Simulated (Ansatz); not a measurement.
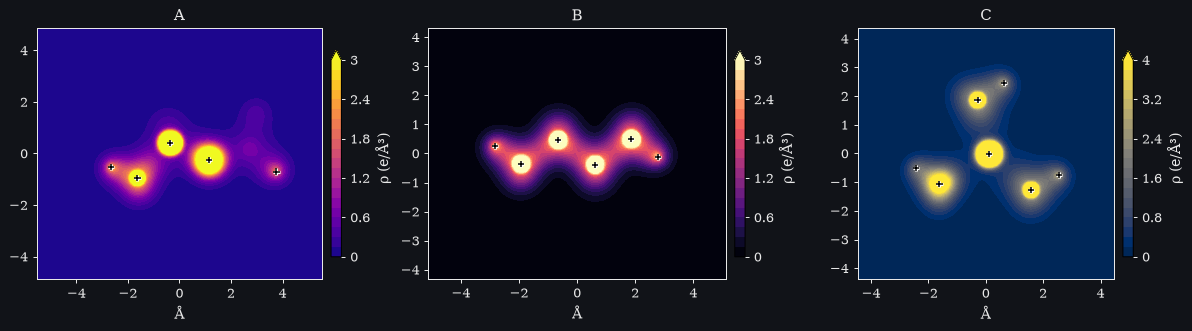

The electron density of 3 systems, each on a plane through atoms (crosses mark nuclei in the plane).

All numbers below come from isolated molecule in a Gaussian basis; Kohn-Sham density functional theory, functional PBE0 in Ansatz.

System 1: C2H10GeO2Si, the plane of atoms C2, Si6 and O5. Geometry: B3LYP/def2-SVP.

| atom | x (Å) | y (Å) | z (Å) |
| --- | --- | --- | --- |
| C | 0.0600 | 2.3193 | -0.9709 |
| C | -1.0771 | -1.2227 | -1.5354 |
| Ge | -0.8485 | -0.1738 | 2.8866 |
| O | -0.4847 | 1.3089 | -0.1597 |
| O | -0.5880 | -0.9192 | 1.2785 |
| Si | -0.1325 | -0.3264 | -0.1950 |
| H | -0.3666 | 2.3059 | -1.9920 |
| H | -0.1697 | 3.3009 | -0.5253 |
| H | 1.1604 | 2.2370 | -1.0621 |
| H | 1.3426 | -0.4758 | -0.3973 |
| H | -2.1620 | -1.0750 | -1.4108 |
| H | -0.8722 | -2.3051 | -1.4978 |
| H | -0.7910 | -0.8588 | -2.5363 |
| H | -0.9519 | -1.3581 | 3.8646 |
| H | -2.1586 | 0.6372 | 2.8585 |
| H | 0.3534 | 0.7284 | 3.2371 |

System 2: C2H9AlN (charge +1), the plane of atoms Al3, C2 and H10. Geometry: PBE0-D3(BJ)/def2-SVP.

```xyz
13

C    -0.4464    2.3975   -1.5748
C     0.1620   -0.5245    0.5141
Al    0.0007    1.3008   -0.0621
N     0.4800    2.5171    1.4879
H    -0.6567    1.7789   -2.4615
H    -1.3435    3.0120   -1.3854
H     0.3678    3.0923   -1.8430
H    -0.5366   -0.7588    1.3358
H     1.1773   -0.7554    0.8795
H    -0.0572   -1.2211   -0.3102
H    -0.1463    3.3264    1.5709
H     0.4726    2.0445    2.3987
H     1.4211    2.9178    1.3895
```

System 3: C4H9LiO, the plane of atoms C3, C4 and H14. Geometry: PBE0-D3(BJ)/def2-SVP.

```xyz
15

C     0.7221    0.3373    1.2607
C     0.7735   -0.8170    2.2617
C     1.8399    0.1922    0.2175
C     1.8027    1.2709   -0.8495
Li    0.8621    2.8971    2.7032
O     0.7794    1.5430    1.8959
H    -0.2407    0.2339    0.6983
H    -0.0425   -0.7151    2.9939
H     1.7284   -0.7901    2.8134
H     0.6815   -1.8010    1.7734
H     2.8057    0.2292    0.7548
H     1.7767   -0.8059   -0.2512
H     1.8516    2.2671   -0.3844
H     2.6395    1.1814   -1.5599
H     0.8655    1.2243   -1.4289
```

Which map belongs to which system?

Panel A is system 1, C2H10GeO2Si: the plane holds C, O, Si and H. Si–O (1.65 Å): the density is about 1.1 e/Å³ at the midpoint. Panel B is system 3, C4H9LiO: the plane holds C and H. C–C (1.52 Å): the density is about 1.7 e/Å³ at the midpoint. Panel C is system 2, C2H9AlN: the plane holds C, Al, N and H. C–Al (1.92 Å): ρ at the midpoint is about 0.77 e/Å³.
